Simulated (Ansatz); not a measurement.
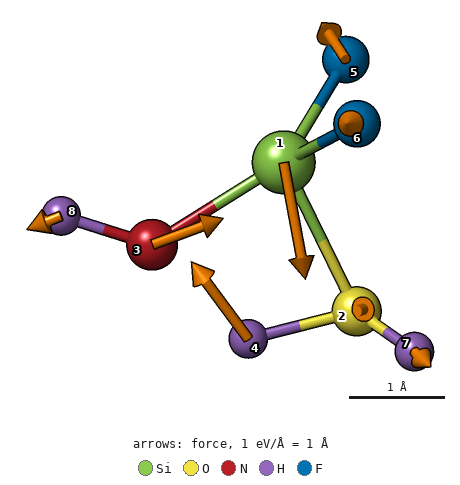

Starting geometry of SiNH3OF2 with the computed forces as orange arrows. A ball-and-stick model, seen face on.

The reaction that was planned forms O2–H4 and breaks Si1–O2, N3–H4 (atoms numbered from 1 in input order).

Level of theory: RKS PBE0-D4/def2-SVP (Ansatz 0.2.0). Set-up: held fixed: the distance between atoms 2 (O) and 4 (H), the distance between atoms 1 (Si) and 2 (O), the distance between atoms 3 (N) and 4 (H), counting from 1; force threshold 0.04 eV/Å; at most 150 steps.

### Is this structure relaxed? If not, where do the atoms go?

It isn't relaxed: the largest force vector, on Si1, is 1.27 eV/Å. The final displacements follow the starting forces only in part (cosine between the two patterns 0.54). F5 moves most after the best rigid fit: 0.10 Å. By element the largest moves are F 0.10 Å, N 0.07 Å, H 0.06 Å, Si 0.05 Å, O 0.03 Å. Among the contacts that change: Si1–N3 1.639 → 1.620 Å, Si1–F5 1.595 → 1.605 Å, Si1–F6 1.604 → 1.612 Å, O2–H7 0.960 → 0.968 Å. Among the angles between lasting bonds that change: Si1–N3–H8 130.2° → 138.7°, N3–Si1–F5 131.7° → 126.5°, F5–Si1–F6 98.2° → 102.6°. The energy falls by 9.99 kJ/mol in 5 geometry steps. The largest force component goes from 0.71 to 0.039 eV/Å. The run took 12 s on 4 threads of Arm Neoverse N1, with other jobs on the host.
